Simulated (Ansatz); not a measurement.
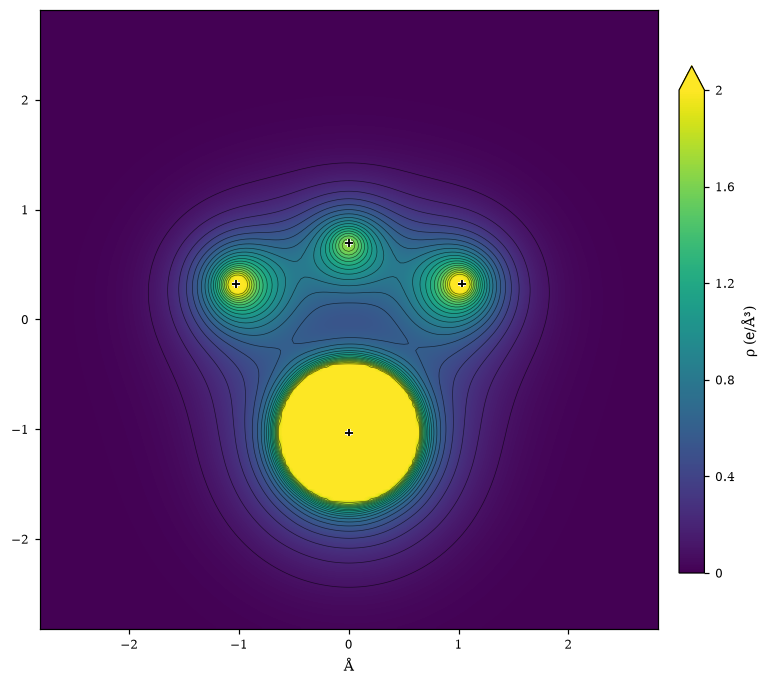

The total electron density on a plane through atoms (crosses mark nuclei in the plane).

These are results of RKS PBE0-D4/def2-TZVPP in Ansatz, not measurements.

Candidates:
A. CH$_{7}$GaO
B. GeH$_{4}$
C. H$_{4}$Sn···H$_{2}$O

**Which candidate gave the map?**

Candidate B: GeH$_{4}$ on the plane of atoms H2, Ge1 and H4, which holds Ge and H.
